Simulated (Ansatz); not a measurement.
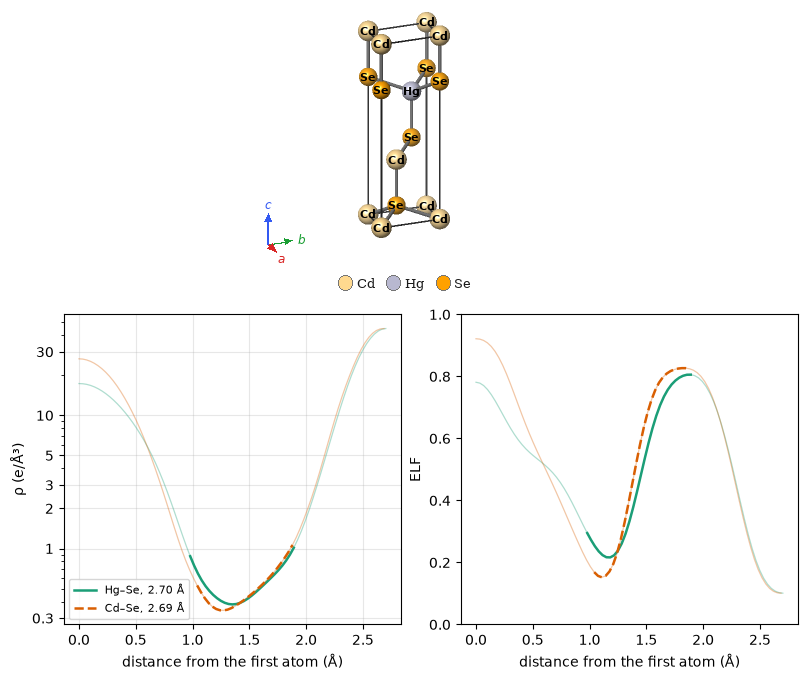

Figure 1: Cd2HgSe3. Valence electron density and electron localisation function along straight lines between neighbouring atoms. Thin, pale parts lie inside the atomic spheres. The structure is drawn too.

Space group P3m1; a structure generated by program, which may or may not match a known phase.

The calculation used Ansatz 0.2.0, DFT PBE, scalar-relativistic, plane waves, PAW.

The density is the valence pseudo-density of a PAW calculation; it isn't the true density close to the nuclei.

> Compare the contacts.

Hg–Se (2.70 Å): ρ is about 0.38 e/Å³ halfway; the ELF is about 0.35 at the midpoint and 0.20 at its lowest between the atoms.
Cd–Se (2.69 Å): the density is about 0.36 e/Å³ at the midpoint; the ELF is about 0.40 at the midpoint and 0.15 at its lowest between the atoms.
